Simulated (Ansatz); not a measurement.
# Run report: CH2AlClFN, geometry relaxation

- system: CH2AlClFN
- method: RKS PBE/def2-SVP (Ansatz 0.2.0)

It belongs to a series of runs on one base structure; here: end point A relaxed.

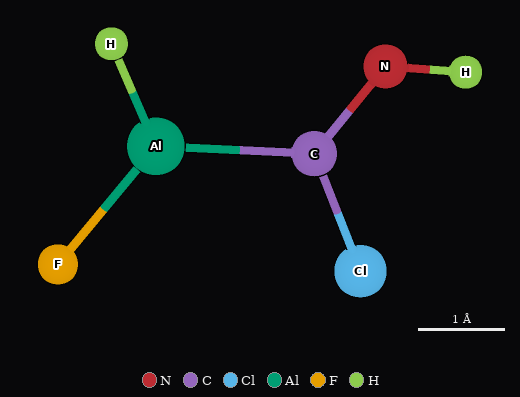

Fig. 1: The input geometry (ball-and-stick view, seen at a tilt). Sticks mark near contacts. Bond lengths as drawn: Al–C 1.98 Å, Al–F 1.86 Å, Al–H 1.55 Å, C–Cl 1.77 Å, C–N 1.35 Å and H–N 0.99 Å.

Results in brief:

| quantity | value |
| --- | --- |
| outcome | converged |
| total energy | −24372.8280 eV |
| mean-field energy | −24372.8280 eV |
| largest force (length of the vector) at the end | 0.017 eV/Å |
| hardware | 2 threads of Arm Neoverse V2, 24 GiB of memory available, shared host |
| wall time | 14 s (CPU time 28 s) |
| peak memory | 0.17 GiB |

Input:
```yaml
crystal:
  periodic: [false, false, false]
  atoms:
    - { symbol: "N", position_ang: [0.9997, -0.9919, 0.9445] }
    - { symbol: C, position_ang: [-0.0983, -0.315, 0.5479] }
    - { symbol: Cl, position_ang: [-1.5979, -0.3402, 1.4964] }
    - { symbol: Al, position_ang: [0.0195, 0.7163, -1.1368] }
    - { symbol: F, position_ang: [-1.5174, 1.5925, -1.6967] }
    - { symbol: H, position_ang: [0.9518, -1.4705, 1.8091] }
    - { symbol: H, position_ang: [1.3038, 0.7408, -2.0101] }
basis:
  gaussian: { orbitals: def2-SVP }
hamiltonian:
  xc: pbe
relax:
  f_tol: 0.02
  max_steps: 50
```

Command:
```bash
ansatz run input.yaml --threads 2 --pin off --max-ram 3072MiB --backend cpu --events-out ev --progress --plain --runs-dir out
```

Log:
```
The last accepted step is kept in [file] (removed where the run ends without a failure and the disk answers)
Engine: ansatz 0.2.0, aarch64-unknown-linux-gnu
Functional definition: PBE
  parameter kappa = 0.804
  parameter beta = 0.06672455060314922
  exchange = pbe_x(kappa = kappa, mu = beta*pi^2/3)
  correlation = pbe_c(beta = beta)
982 factors; their error is unknown
mean field evaluation 1: about -24361.4242 eV, gradient 7.0e1 eV
mean field evaluation 2: about -24273.0615 eV, gradient 1.8e2 eV
mean field evaluation 4: about -24370.1487 eV, gradient 3.0e1 eV
mean field evaluation 8: about -24372.2759 eV, gradient 2.1e-1 eV
mean field evaluation 16: about -24372.2165 eV, gradient 1.8e-3 eV
mean field -24372.21652558 eV, -895.6624372334 hartree, gradient 4.4e-5 eV, S^2 0.000000; 0 other end points of the search recorded, 0 dependent functions left out
the calculation of the forces begins
reference -24372.21656448 eV, -895.6624386629 hartree; 27, 27 occupied and 61, 61 virtual orbitals, 982 factors
relax step   1: F+E_penalty+E_count = -24372.21652558 eV  Δ(F+E_penalty+E_count) = +0.000e0 eV  max|allowed force component| = 3.604e0 eV/Å  Δτ_max = 0.0000 Å  (29 SCF iters, accepted)
these checks for a lower state are left out or cut short: starts, cluster_reference, orbital_swaps, neighbouring_geometries, increment
982 factors; their error is unknown
mean field -24372.69728579 eV, -895.6801048452 hartree, gradient 1.4e-5 eV, S^2 0.000000; 0 other end points of the search recorded, 0 dependent functions left out
the calculation of the forces begins
reference -24372.69732481 eV, -895.6801062792 hartree; 27, 27 occupied and 61, 61 virtual orbitals, 982 factors
relax step   2: F+E_penalty+E_count = -24372.69728579 eV  Δ(F+E_penalty+E_count) = -4.808e-1 eV  max|allowed force component| = 1.705e0 eV/Å  Δτ_max = 0.1040 Å  (31 SCF iters, accepted)
these checks for a lower state are left out or cut short: starts, cluster_reference, orbital_swaps, neighbouring_geometries, increment
982 factors; their error is unknown
mean field evaluation 32: about -24372.7175 eV, gradient 1.3e-3 eV
mean field -24372.71747571 eV, -895.6808468110 hartree, gradient 2.3e-5 eV, S^2 0.000000; 0 other end points of the search recorded, 0 dependent functions left out
the calculation of the forces begins
reference -24372.71751495 eV, -895.6808482530 hartree; 27, 27 occupied and 61, 61 virtual orbitals, 982 factors
relax step   3: F+E_penalty+E_count = -24372.71747571 eV  Δ(F+E_penalty+E_count) = -2.019e-2 eV  max|allowed force component| = 1.568e0 eV/Å  Δτ_max = 0.1448 Å  (36 SCF iters, accepted)
these checks for a lower state are left out or cut short: starts, cluster_reference, orbital_swaps, neighbouring_geometries, increment
982 factors; their error is unknown
mean field -24372.79473481 eV, -895.6836860306 hartree, gradient 1.1e-5 eV, S^2 0.000000; 0 other end points of the search recorded, 0 dependent functions left out
the calculation of the forces begins
reference -24372.79477415 eV, -895.6836874762 hartree; 27, 27 occupied and 61, 61 virtual orbitals, 982 factors
relax step   4: F+E_penalty+E_count = -24372.79473481 eV  Δ(F+E_penalty+E_count) = -7.726e-2 eV  max|allowed force component| = 6.446e-1 eV/Å  Δτ_max = 0.0755 Å  (30 SCF iters, accepted)
these checks for a lower state are left out or cut short: starts, cluster_reference, orbital_swaps, neighbouring_geometries, increment
982 factors; their error is unknown
mean field -24372.82093125 eV, -895.6846487320 hartree, gradient 2.2e-5 eV, S^2 0.000000; 0 other end points of the search recorded, 0 dependent functions left out
the calculation of the forces begins
reference -24372.82097057 eV, -895.6846501770 hartree; 27, 27 occupied and 61, 61 virtual orbitals, 982 factors
relax step   5: F+E_penalty+E_count = -24372.82093125 eV  Δ(F+E_penalty+E_count) = -2.620e-2 eV  max|allowed force component| = 2.299e-1 eV/Å  Δτ_max = 0.0421 Å  (31 SCF iters, accepted)
these checks for a lower state are left out or cut short: starts, cluster_reference, orbital_swaps, neighbouring_geometries, increment
982 factors; their error is unknown
mean field -24372.82545639 eV, -895.6848150277 hartree, gradient 2.2e-5 eV, S^2 0.000000; 0 other end points of the search recorded, 0 dependent functions left out
the calculation of the forces begins
reference -24372.82549572 eV, -895.6848164732 hartree; 27, 27 occupied and 61, 61 virtual orbitals, 982 factors
relax step   6: F+E_penalty+E_count = -24372.82545639 eV  Δ(F+E_penalty+E_count) = -4.525e-3 eV  max|allowed force component| = 2.048e-1 eV/Å  Δτ_max = 0.0330 Å  (31 SCF iters, accepted)
these checks for a lower state are left out or cut short: starts, cluster_reference, orbital_swaps, neighbouring_geometries, increment
982 factors; their error is unknown
mean field -24372.82647653 eV, -895.6848525173 hartree, gradient 2.2e-5 eV, S^2 0.000000; 0 other end points of the search recorded, 0 dependent functions left out
the calculation of the forces begins
reference -24372.82651589 eV, -895.6848539640 hartree; 27, 27 occupied and 61, 61 virtual orbitals, 982 factors
relax step   7: F+E_penalty+E_count = -24372.82647653 eV  Δ(F+E_penalty+E_count) = -1.020e-3 eV  max|allowed force component| = 1.348e-1 eV/Å  Δτ_max = 0.0117 Å  (32 SCF iters, accepted)
these checks for a lower state are left out or cut short: starts, cluster_reference, orbital_swaps, neighbouring_geometries, increment
982 factors; their error is unknown
mean field evaluation 64: about -24372.8877 eV, gradient 9.0e-3 eV
mean field -24372.82759566 eV, -895.6848936446 hartree, gradient 2.2e-5 eV, S^2 0.000000; 0 other end points of the search recorded, 0 dependent functions left out
the calculation of the forces begins
reference -24372.82763509 eV, -895.6848950937 hartree; 27, 27 occupied and 61, 61 virtual orbitals, 982 factors
relax step   8: F+E_penalty+E_count = -24372.82759566 eV  Δ(F+E_penalty+E_count) = -1.119e-3 eV  max|allowed force component| = 4.295e-2 eV/Å  Δτ_max = 0.0198 Å  (31 SCF iters, accepted)
these checks for a lower state are left out or cut short: starts, cluster_reference, orbital_swaps, neighbouring_geometries, increment
982 factors; their error is unknown
mean field -24372.82792500 eV, -895.6849057476 hartree, gradient 2.2e-5 eV, S^2 0.000000; 0 other end points of the search recorded, 0 dependent functions left out
the calculation of the forces begins
reference -24372.82796446 eV, -895.6849071977 hartree; 27, 27 occupied and 61, 61 virtual orbitals, 982 factors
relax step   9: F+E_penalty+E_count = -24372.82792500 eV  Δ(F+E_penalty+E_count) = -3.293e-4 eV  max|allowed force component| = 1.393e-2 eV/Å  Δτ_max = 0.0137 Å  (33 SCF iters, accepted)
982 factors; their error is unknown
mean field evaluation 96: about -24372.8279 eV, gradient 2.1e-5 eV
```

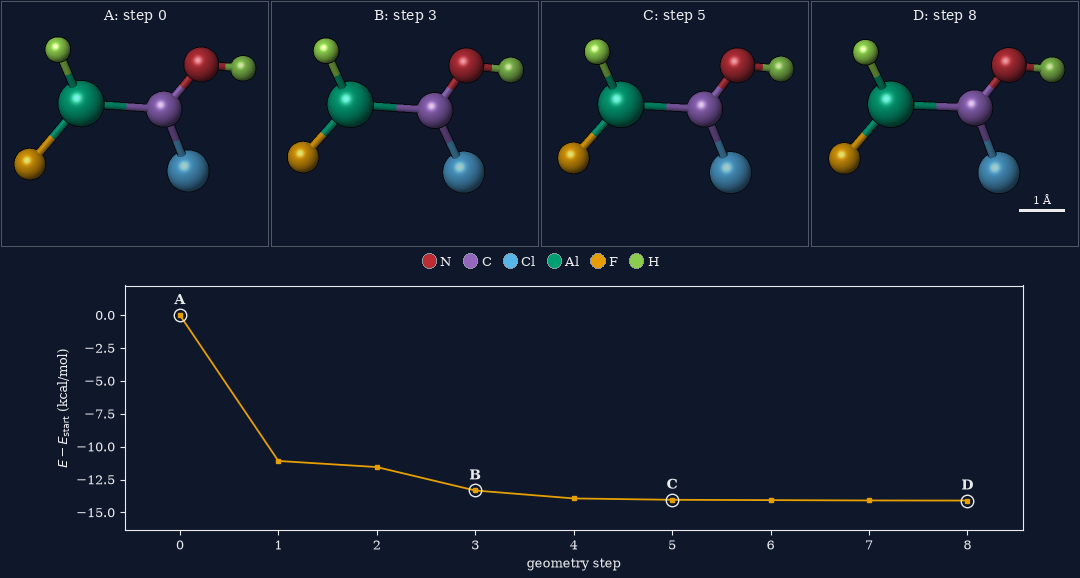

Fig. 2: Frames of the relaxation (ball-and-stick view, seen at a tilt) above the curves, on which the letters mark them (the first geometry is step 0 here and step 1 in the log).

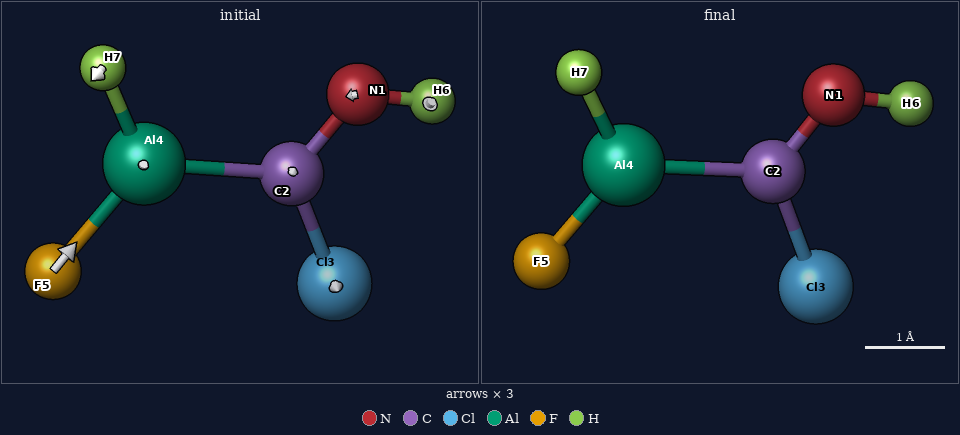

Fig. 3: Before (left) and after (right) the relaxation, at one scale (ball-and-stick view, seen at a tilt). The white arrows give the displacements, magnified 3 times. After 8 geometry steps the energy has fallen by 14.1 kcal/mol. Largest force component: 3.6 eV/Å at the start, 0.014 eV/Å at the end. The atom that moves furthest after the best rigid fit is F5 (0.17 Å). By element the largest moves are F 0.17 Å, H 0.09 Å, Cl 0.06 Å, N 0.06 Å, C 0.04 Å, Al 0.04 Å. Among the contacts that change: Al4–F5 1.856 → 1.675 Å, N1–C2 1.349 → 1.269 Å, N1–H6 0.989 → 1.038 Å, C2–Cl3 1.775 → 1.814 Å. Among the angles that change: C2–N1–H6 117.4° → 114.5°, Cl3–C2–Al4 120.8° → 118.0°. (Atoms are counted from 1 in the order of the input.)

```
mean field -24372.82792500 eV, -895.6849057476 hartree, gradient 2.3e-5 eV, S^2 0.000000; 1 other end points of the search recorded, 0 dependent functions left out
the calculation of the forces begins
reference -24372.82796446 eV, -895.6849071977 hartree; 27, 27 occupied and 61, 61 virtual orbitals, 982 factors
Total energy: -24372.82796446 eV, -895.6849071977 hartree
Atom 0 at     0.975478    -0.970069     0.898692 Å, force    -0.003432    -0.005220     0.003967 eV/Å
Atom 1 at    -0.060090    -0.323616     0.554011 Å, force    -0.008560     0.003784     0.004960 eV/Å
Atom 2 at    -1.588940    -0.290420     1.530540 Å, force     0.003821     0.000013    -0.004687 eV/Å
Atom 3 at    -0.016414     0.705770    -1.139777 Å, force     0.013927    -0.008075     0.005436 eV/Å
Atom 4 at    -1.417414     1.466700    -1.654945 Å, force    -0.013914     0.007315    -0.004771 eV/Å
Atom 5 at     0.881312    -1.488460     1.792789 Å, force     0.005869    -0.000852     0.000785 eV/Å
Atom 6 at     1.287267     0.832094    -2.027011 Å, force     0.002288     0.003035    -0.005690 eV/Å
Dipole moment:     0.201307    -0.135484     0.116112 e Å
```

Trajectory as extended XYZ (Å, eV, eV/Å), 9 frames, from step=1 to step=9:
```
7
Properties=species:S:1:pos:R:3:forces:R:3 step=1 energy=-24372.21653
N     0.9997   -0.9919    0.9445   -2.6384   3.3847  -3.6043
C    -0.0983   -0.3150    0.5479    3.2535  -2.3397   1.6715
Cl   -1.5979   -0.3402    1.4964   -0.1985   0.1042   0.0358
Al    0.0195    0.7163   -1.1368   -2.9258   1.2519  -0.6830
F    -1.5174    1.5925   -1.6967    2.7850  -1.5227   0.9865
H     0.9518   -1.4705    1.8091   -0.5397  -0.9991   1.8619
H     1.3038    0.7408   -2.0101    0.2640   0.1206  -0.2685
7
Properties=species:S:1:pos:R:3:forces:R:3 step=2 energy=-24372.69729
N     0.9920   -0.9012    0.9284   -1.0424   0.4058  -0.8842
C    -0.1032   -0.3170    0.5671    1.3469  -0.4386   0.4189
Cl   -1.6003   -0.3476    1.5268   -0.2528  -0.0903   0.0515
Al    0.0088    0.6743   -1.1384   -1.7045   1.0907  -0.4822
F    -1.4353    1.5436   -1.6555    1.6143  -0.9823   0.5367
H     0.9038   -1.4925    1.7679   -0.0184   0.0430   0.4057
H     1.2955    0.7724   -2.0420    0.0569  -0.0283  -0.0463
7
Properties=species:S:1:pos:R:3:forces:R:3 step=3 energy=-24372.71748
N     0.9450   -0.9925    0.8263    0.0517   0.2766   1.5682
C    -0.0764   -0.2617    0.6031    0.0638  -0.4997  -0.6976
Cl   -1.5911   -0.3536    1.5472   -0.0533   0.2486   0.2849
Al    0.0085    0.7312   -1.1045    0.2645  -0.2004  -0.0770
F    -1.3848    1.4468   -1.6608   -0.3881   0.2534  -0.1277
H     0.8768   -1.4454    1.7923    0.0659  -0.0820  -1.0838
H     1.2832    0.8072   -2.0493   -0.0045   0.0035   0.1329
7
Properties=species:S:1:pos:R:3:forces:R:3 step=4 energy=-24372.79473
N     0.9415   -0.9590    0.8510    0.2363  -0.0839   0.6446
C    -0.1017   -0.2902    0.5792   -0.1243  -0.0547  -0.2915
Cl   -1.5805   -0.3598    1.6216    0.0243   0.2117  -0.1211
Al    0.0013    0.7295   -1.1454   -0.0437  -0.2515   0.2804
F    -1.3972    1.4648   -1.6939   -0.0727   0.0954  -0.0658
H     0.8796   -1.4658    1.7714    0.0482   0.0713  -0.5328
H     1.3183    0.8125   -2.0296   -0.0681   0.0117   0.0862
7
Properties=species:S:1:pos:R:3:forces:R:3 step=5 energy=-24372.82093
N     0.9602   -0.9443    0.8682   -0.0376  -0.0828   0.2299
C    -0.0953   -0.3011    0.5712    0.0879  -0.0257  -0.1057
Cl   -1.5848   -0.3313    1.5910   -0.0168   0.0678  -0.0573
Al   -0.0110    0.7143   -1.1386   -0.0891  -0.0591   0.1080
F    -1.4039    1.4695   -1.6881    0.0210   0.0107  -0.0088
H     0.8879   -1.4822    1.7601    0.0548   0.0792  -0.1861
H     1.3082    0.8071   -2.0095   -0.0202   0.0099   0.0201
7
Properties=species:S:1:pos:R:3:forces:R:3 step=6 energy=-24372.82546
N     0.9688   -0.9491    0.8765   -0.1697   0.0293   0.0206
C    -0.0892   -0.3155    0.5615    0.2048  -0.0622  -0.0066
Cl   -1.5887   -0.3128    1.5638   -0.0343   0.0023   0.0051
Al   -0.0193    0.7035   -1.1357   -0.0876   0.0426  -0.0126
F    -1.4071    1.4777   -1.6772    0.0553  -0.0310   0.0198
H     0.8971   -1.4795    1.7669    0.0262   0.0121  -0.0111
H     1.2995    0.8077   -2.0014    0.0053   0.0069  -0.0153
7
Properties=species:S:1:pos:R:3:forces:R:3 step=7 energy=-24372.82648
N     0.9706   -0.9532    0.8813   -0.1084   0.0035   0.0150
C    -0.0828   -0.3184    0.5597    0.1348  -0.0233  -0.0172
Cl   -1.5894   -0.3060    1.5544   -0.0324  -0.0070   0.0159
Al   -0.0204    0.7029   -1.1357   -0.0222   0.0248  -0.0134
F    -1.4084    1.4756   -1.6720    0.0057  -0.0070   0.0044
H     0.8955   -1.4814    1.7719    0.0199   0.0040   0.0085
H     1.2960    0.8126   -2.0052    0.0026   0.0050  -0.0133
7
Properties=species:S:1:pos:R:3:forces:R:3 step=8 energy=-24372.82760
N     0.9748   -0.9665    0.8934   -0.0386   0.0268  -0.0186
C    -0.0645   -0.3218    0.5535    0.0185  -0.0333   0.0430
Cl   -1.5870   -0.2973    1.5395    0.0018   0.0101  -0.0184
Al   -0.0198    0.7070   -1.1401   -0.0049  -0.0089   0.0155
F    -1.4163    1.4719   -1.6632   -0.0006  -0.0015   0.0031
H     0.8840   -1.4851    1.7876    0.0090  -0.0054   0.0023
H     1.2900    0.8237   -2.0165    0.0149   0.0121  -0.0268
7
Properties=species:S:1:pos:R:3:forces:R:3 step=9 energy=-24372.82793
N     0.9755   -0.9701    0.8987   -0.0034  -0.0052   0.0040
C    -0.0601   -0.3236    0.5540   -0.0086   0.0038   0.0050
Cl   -1.5889   -0.2904    1.5305    0.0038   0.0000  -0.0047
Al   -0.0164    0.7058   -1.1398    0.0139  -0.0081   0.0054
F    -1.4174    1.4667   -1.6549   -0.0139   0.0073  -0.0048
H     0.8813   -1.4885    1.7928    0.0059  -0.0009   0.0008
H     1.2873    0.8321   -2.0270    0.0023   0.0030  -0.0057
```
